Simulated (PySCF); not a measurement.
# BBrClF (bromochlorofluoroborane): MP2/STO-3G

Aim: the vertical ionisation energy of BBrClF (bromochlorofluoroborane) at MP2/STO-3G, from 2 runs. The job is set up through a Python script.

The results are computed with PySCF 2.14.0.

### Step 1. The structure to begin with

The species is BBrClF (4 atoms), meant as a singlet with charge 0. As SMILES, `FB(Cl)Br`. The coordinates come from a PBE0-D4/def2-TZVP relaxation.

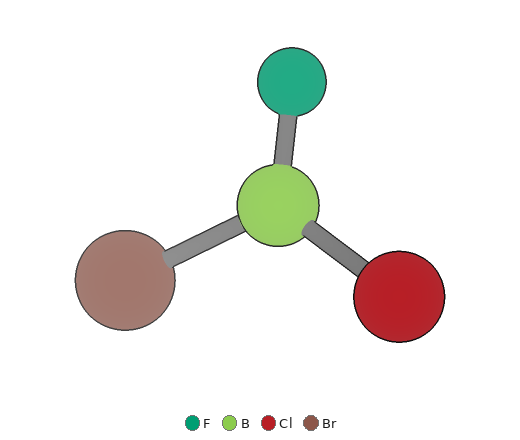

The structure, seen from a chosen angle (fluorine teal, boron green, chlorine red, bromine brown).

### Step 2. The energy at MP2/STO-3G

Contents of geometry.xyz:

```xyz
4
BBrClF
F     -0.037800    -1.335000    -0.542400
B      0.000500    -0.136300    -0.018100
Cl    -0.369900     0.071000     1.666000
Br     0.462600     1.340100    -1.125800
```

Contents of job.py:

```python
from pyscf import gto, mp

molecule = gto.M(
    atom='geometry.xyz',
    charge=0,
    max_memory=1860,
    spin=0,
    verbose=4,
    basis='sto-3g',
)

mf = molecule.RHF()
mf.conv_tol = 1e-10
mf.kernel()
if not mf.converged:
    mf = mf.newton().run(mf.mo_coeff, mf.mo_occ)

pt = mp.MP2(mf, frozen=16).run()
e_final = pt.e_tot
print('Final energy', e_final)
```

Run with:

```sh
$ OMP_NUM_THREADS=1 python job.py
```

Log:

```text
PySCF version 2.14.0

[INPUT] num. atoms = 4
[INPUT] num. electrons = 66
[INPUT] charge = 0
[INPUT] spin (= nelec alpha-beta = 2S) = 0
[INPUT] symmetry False subgroup None
[INPUT] Mole.unit = angstrom
[INPUT] Symbol           X                Y                Z      unit          X                Y                Z       unit  Magmom
[INPUT]  1 F     -0.037800000000  -1.335000000000  -0.542400000000 AA   -0.071431647509  -2.522784376294  -1.024987449964 Bohr   0.0
[INPUT]  2 B      0.000500000000  -0.136300000000  -0.018100000000 AA    0.000944863062  -0.257569670778  -0.034204042855 Bohr   0.0
[INPUT]  3 Cl    -0.369900000000   0.071000000000   1.666000000000 AA   -0.699009693477   0.134170554844   3.148283723525 Bohr   0.0
[INPUT]  4 Br     0.462600000000   1.340100000000  -1.125800000000 AA    0.874187305224   2.532421979530  -2.127453671035 Bohr   0.0

nuclear repulsion = 282.415823585322
number of shells = 19
number of NR pGTOs = 111
number of NR cGTOs = 37
basis = sto-3g
ecp = {}

******** <class 'pyscf.scf.hf.RHF'> ********
method = RHF
initial guess = minao
damping factor = 0
level_shift factor = 0
DIIS = <class 'pyscf.scf.diis.CDIIS'>
diis_start_cycle = 1
diis_space = 8
diis_damp = 0
SCF conv_tol = 1e-10
SCF conv_tol_grad = None
SCF max_cycles = 50
direct_scf = True
direct_scf_tol = 1e-13
Set gradient conv threshold to 1e-05
Initial guess from minao.
init E= -3118.16587190148
  HOMO = -0.570486877246825  LUMO = 0.0482733671581118  gap/eV = 16.83732
cycle= 1 E= -3121.67050316062  delta_E= -3.5  |g|= 0.556  |ddm|= 2.59
  HOMO = -0.320996534274319  LUMO = 0.113321083914802  gap/eV = 11.81838
cycle= 2 E= -3121.78945842631  delta_E= -0.119  |g|= 0.194  |ddm|=  1.2
  HOMO = -0.340665011234588  LUMO = 0.220108247118841  gap/eV = 15.25942
cycle= 3 E= -3121.80212884311  delta_E= -0.0127  |g|= 0.0232  |ddm|= 0.29
  HOMO = -0.349173370013561  LUMO = 0.227101132460642  gap/eV = 15.68123
cycle= 4 E= -3121.80245325378  delta_E= -0.000324  |g|= 0.00408  |ddm|= 0.0576
  HOMO = -0.34812091119666  LUMO = 0.225387602252518  gap/eV = 15.60596
cycle= 5 E= -3121.80246628594  delta_E= -1.3e-05  |g|= 0.00112  |ddm|= 0.0117
  HOMO = -0.347970081523369  LUMO = 0.2256123311747  gap/eV = 15.60797
cycle= 6 E= -3121.80246775091  delta_E= -1.46e-06  |g|= 0.000276  |ddm|= 0.00428
  HOMO = -0.3479775441593  LUMO = 0.225647573080919  gap/eV = 15.60913
cycle= 7 E= -3121.8024678351  delta_E= -8.42e-08  |g|= 4.57e-05  |ddm|= 0.00118
  HOMO = -0.347980830838372  LUMO = 0.225643577369732  gap/eV = 15.60912
cycle= 8 E= -3121.80246783697  delta_E= -1.88e-09  |g|= 8.48e-06  |ddm|= 0.000166
  HOMO = -0.347978855379101  LUMO = 0.225644925329443  gap/eV = 15.60910
cycle= 9 E= -3121.80246783704  delta_E= -6.32e-11  |g|= 1.77e-06  |ddm|= 2.63e-05
  HOMO = -0.347979148061068  LUMO = 0.22564491106835  gap/eV = 15.60911
Extra cycle  E= -3121.80246783704  delta_E= 4.55e-13  |g|= 7.81e-07  |ddm|= 3.4e-06
converged SCF energy = -3121.80246783704

******** <class 'pyscf.mp.mp2.RMP2'> ********
nocc = 17, nmo = 21
frozen orbitals 16
E(RMP2) = -3121.88030884931  E_corr = -0.0778410122727624
E(SCS-RMP2) = -3121.88019099589  E_corr = -0.0777231588573364
E_corr(same-spin) = -0.0180992952345906
E_corr(oppo-spin) = -0.0597417170381718
Final energy -3121.88030884931
```

Wall time 0.88 s (1 thread of Arm Neoverse V1, shared host); peak memory 0.12 GiB.

### Step 3. The doublet cation, same level

Contents of job.py:

```python
from pyscf import gto, scf, mp

mol = gto.M(
    atom=[
    ('F', (-0.037800, -1.335000, -0.542400)),
    ('B', (0.000500, -0.136300, -0.018100)),
    ('Cl', (-0.369900, 0.071000, 1.666000)),
    ('Br', (0.462600, 1.340100, -1.125800)),
],
    spin=1,
    max_memory=1860,
    charge=1,
    verbose=3,
    basis='sto-3g',
)

calc0 = scf.UHF(mol)
calc0.conv_tol = 1e-10
calc0.kernel()
if not calc0.converged:
    calc0 = calc0.newton().run(calc0.mo_coeff, calc0.mo_occ)

pt = mp.MP2(calc0, frozen=16).run()
e_tot = pt.e_tot
print('Final energy', e_tot)
```

Run with:

```sh
$ OMP_NUM_THREADS=1 python job.py
```

Log:

```text
SCF not converged.
SCF energy = -3121.42875876467 after 50 cycles  <S^2> = 0.7681934  2S+1 = 2.0181114
converged SCF energy = -3121.478675957  <S^2> = 0.7520788  2S+1 = 2.0020777
E(UMP2) = -3121.56358816994  E_corr = -0.0849122129389928
E(SCS-UMP2) = -3121.56307121487  E_corr = -0.0843952578685234
Final energy -3121.563588169939
```

Run time: 1.3 s. Hardware: 1 thread of Arm Neoverse V1, shared host; peak memory 0.12 GiB.

### Step 4. What came out

Level: MP2/STO-3G, 16 core orbitals frozen.

| quantity | value |
| --- | --- |
| singlet BBrClF: total energy | -3121.88031 Eh |
| singlet BBrClF: dipole moment (Hartree–Fock density) | 1.13 D |
| singlet BBrClF: HOMO energy (Hartree–Fock orbitals) | -9.47 eV |
| singlet BBrClF: LUMO energy (Hartree–Fock orbitals) | 6.14 eV |
| singlet BBrClF: HOMO–LUMO gap (Hartree–Fock orbitals) | 15.61 eV |
| singlet BBrClF: correlation energy (16 core orbitals frozen) | -77.8 mEh |
| doublet cation: total energy | -3121.56359 Eh |
| doublet cation: HOMO energy (Hartree–Fock orbitals) (highest over α and β) | -17.42 eV |
| doublet cation: LUMO energy (Hartree–Fock orbitals) (lowest over α and β) | -8.15 eV |
| doublet cation: correlation energy (16 core orbitals frozen) | -84.9 mEh |
| doublet cation: ⟨S²⟩ of the reference determinant | 0.752 |
| vertical ionisation energy (to the doublet cation) | 8.618 eV |

The vertical ionisation energy comes to 8.62 eV (832 kJ/mol). In a minimal basis such a difference can be off by several eV, whatever the method.
